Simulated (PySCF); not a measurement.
C$_{3}$H$_{8}$F$_{4}$Si$_{2}$ (SMILES C[C@H]([SiH2]F)[SiH2]C(F)(F)F)

```json
{"atom": "C", "x (Å)": "-1.5212", "y (Å)": "-1.5180", "z (Å)": "-0.0228"}
{"atom": "C", "x (Å)": "-0.5621", "y (Å)": "-0.3859", "z (Å)": "0.3670"}
{"atom": "Si", "x (Å)": "-1.3940", "y (Å)": "1.3190", "z (Å)": "0.0976"}
{"atom": "F", "x (Å)": "-1.6877", "y (Å)": "1.3981", "z (Å)": "-1.4848"}
{"atom": "Si", "x (Å)": "1.0875", "y (Å)": "-0.5750", "z (Å)": "-0.5496"}
{"atom": "C", "x (Å)": "2.2962", "y (Å)": "0.7262", "z (Å)": "0.2517"}
{"atom": "F", "x (Å)": "3.5926", "y (Å)": "0.4027", "z (Å)": "0.0821"}
{"atom": "F", "x (Å)": "2.1532", "y (Å)": "1.9663", "z (Å)": "-0.2603"}
{"atom": "F", "x (Å)": "2.1183", "y (Å)": "0.8592", "z (Å)": "1.5858"}
{"atom": "H", "x (Å)": "-2.4399", "y (Å)": "-1.4661", "z (Å)": "0.5584"}
{"atom": "H", "x (Å)": "-1.0684", "y (Å)": "-2.4927", "z (Å)": "0.1479"}
{"atom": "H", "x (Å)": "-1.7833", "y (Å)": "-1.4500", "z (Å)": "-1.0758"}
{"atom": "H", "x (Å)": "-0.3540", "y (Å)": "-0.4753", "z (Å)": "1.4392"}
{"atom": "H", "x (Å)": "-2.7109", "y (Å)": "1.3523", "z (Å)": "0.7190"}
{"atom": "H", "x (Å)": "-0.5433", "y (Å)": "2.4508", "z (Å)": "0.4070"}
{"atom": "H", "x (Å)": "1.7431", "y (Å)": "-1.8618", "z (Å)": "-0.3013"}
{"atom": "H", "x (Å)": "1.0670", "y (Å)": "-0.2380", "z (Å)": "-1.9710"}
```

Geometry: GFN2-xTB.

Method: PBE0/pcSseg-1, SCF density, gas phase, non-relativistic (PySCF).

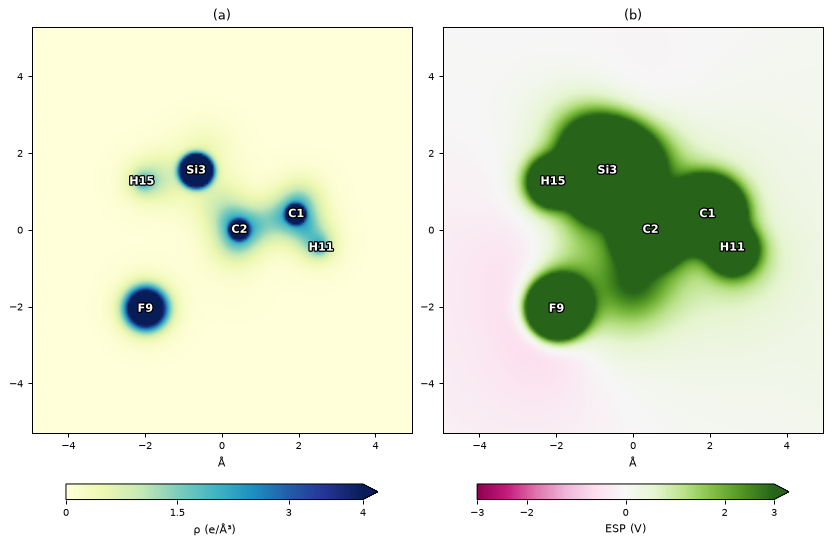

Figure 1. (a) total electron density; (b) molecular electrostatic potential on the plane of atoms C2, C1 and H11.

Q: What do the fields say about this system?

A:
- The section cuts through C, Si, F and H sites.
- C–C (1.53 Å): ρ is about 1.6 e/Å³ halfway.
- C–Si (1.92 Å): the density is about 0.9 e/Å³ at the midpoint.
- C–H (1.09 Å): the density is about 2 e/Å³ at the midpoint.
- Si–H (1.45 Å): the density is about 0.86 e/Å³ at the midpoint.
- Outside the dense part of the molecule the potential is most negative (−0.6 V) near F9.

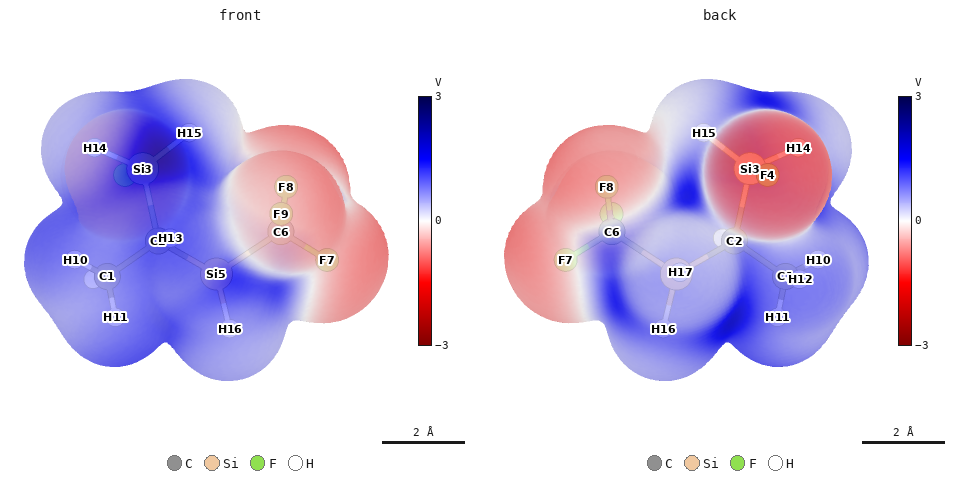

Figure 2. The electrostatic potential painted on the density surface at 0.002 e/bohr³, seen from the front and from behind; the colour scale runs from red (negative) to blue (positive).

Q: Where is the surface potential most negative and most positive?

A: The most negative region (about −1.0 V) lies over F4, the most positive (about +1.9 V) over Si3 and Si5.

Q: How polar is the molecule by this calculation?

A: Its dipole moment is 2.90 D.
